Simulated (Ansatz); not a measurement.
```yaml
atoms:
  - { symbol: Ge, position_ang: [-0.8964, -1.2310, -0.0430] }
  - { symbol: Cl, position_ang: [0.2359, -0.6198, 1.7397] }
  - { symbol: H, position_ang: [0.1433, -1.5805, -1.1013] }
  - { symbol: H, position_ang: [-1.6813, -2.4514, 0.4467] }
  - { symbol: H, position_ang: [-1.7957, -0.0502, -0.3910] }
  - { symbol: H, position_ang: [0.9151, 1.6430, -0.8729] }
  - { symbol: F, position_ang: [0.4854, 1.2566, -1.6099] }
  - { symbol: H, position_ang: [1.1298, 1.1358, 1.1393] }
  - { symbol: F, position_ang: [1.4638, 1.8975, 0.6924] }
```

The reactant side of a reaction path; geometry: PBE0-D4/def2-TZVP; a saddle point, not a minimum.

These are results of RKS PBE0-D4/def2-TZVPP in Ansatz, not measurements.

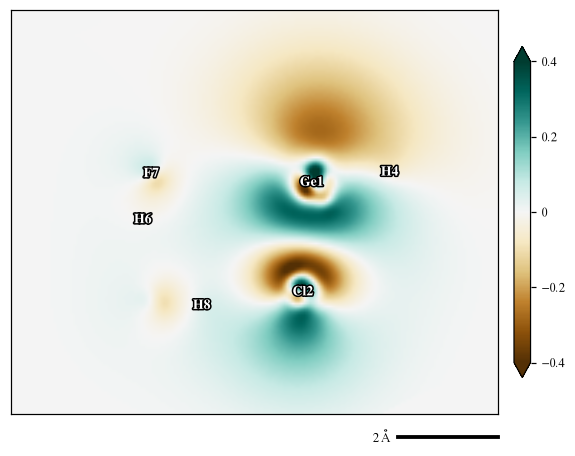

ClGeH3···HF···HF. One frontier orbital on the plane of atoms Cl2, Ge1 and H4 (values in Å⁻³ᐟ²; the overall sign is arbitrary).

### Which orbital is it: HOMO or LUMO?

The LUMO, at −0.87 eV. It lies mainly on Ge1 (about 55 %) and Cl2 (about 25 %).
